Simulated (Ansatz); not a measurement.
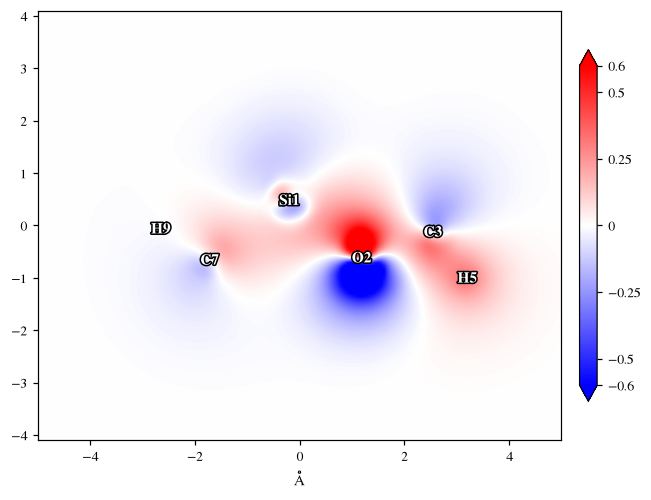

The picture shows: C3H10OSi. The HOMO−1 on the plane of atoms Si1, C7 and H9 (values in Å⁻³ᐟ²; the overall sign is arbitrary).

All numbers below come from RKS PBE/6-31G (Ansatz).

Input

```
crystal:
  periodic: [false, false, false]
  atoms:
    - { symbol: Si, position_ang: [0.0, 0.0, 0.0] }
    - { symbol: O, position_ang: [0.0, 0.0, 1.68] }
    - { symbol: C, position_ang: [-1.1112, -0.3437, 2.4945] }
    - { symbol: H, position_ang: [-1.814, -0.9775, 1.9143] }
    - { symbol: H, position_ang: [-0.7584, -0.9037, 3.3856] }
    - { symbol: H, position_ang: [-1.6313, 0.5809, 2.8212] }
    - { symbol: C, position_ang: [1.7634, 0.0, -0.6227] }
    - { symbol: H, position_ang: [2.1111, -1.0463, -0.7509] }
    - { symbol: H, position_ang: [1.8119, 0.5276, -1.5981] }
    - { symbol: H, position_ang: [2.4154, 0.5187, 0.1108] }
    - { symbol: C, position_ang: [-0.8808, 1.5259, -0.6227] }
    - { symbol: H, position_ang: [-1.9334, 1.2723, -0.8671] }
    - { symbol: H, position_ang: [-0.8624, 2.3106, 0.1622] }
    - { symbol: H, position_ang: [-0.3704, 1.9025, -1.5336] }
    - { symbol: H, position_ang: [-0.6877, -1.1914, -0.4862] }
basis:
  gaussian: { orbitals: "6-31G" }
hamiltonian:
  xc: pbe
relax:
  f_tol: 0.02
  max_steps: 40
output:
  orbitals: {}
```

Command:

```sh
ansatz run input.yaml --threads 1 --pin off --max-ram 2048MiB --backend cpu --events-out ev --progress --plain --runs-dir out
```

The fields are those of the run's last geometry, not of the input's.

Where does this orbital lie, and at what energy?

Answer. It lies mainly on O2 (about 60 %), C3 (about 10 %) and Si1 (about 10 %). Its energy is −6.36 eV.
